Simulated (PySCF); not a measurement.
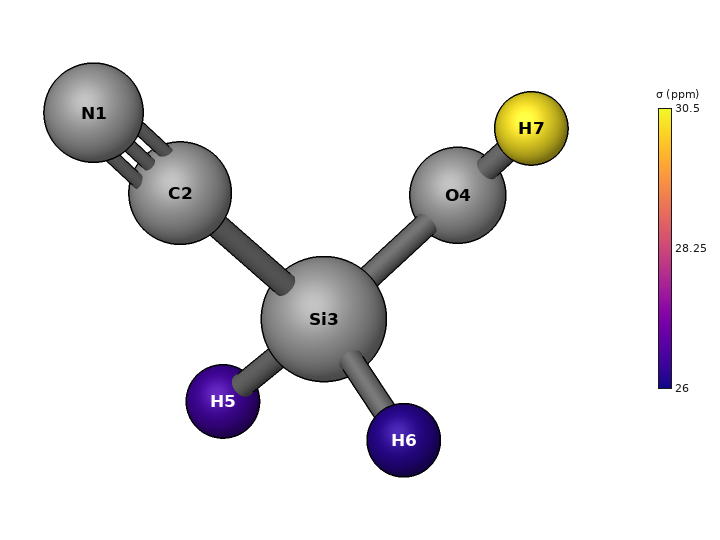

Atoms are coloured by their isotropic NMR shieldings (H only, the others grey). The computed structure is the end point of a PBE0-D3(BJ)/def2-SVP optimisation. No frequency run is at hand to confirm it as a minimum. Properties computed with GIAO PBE0/cc-pVTZ NMR shielding, non-relativistic, gas phase (PySCF 2.14.0).

Give the isotropic NMR shieldings of the H atoms atom by atom.

| atom | σ (ppm) |
| --- | --- |
| H5 | 26.44 |
| H6 | 26.20 |
| H7 | 30.26 |
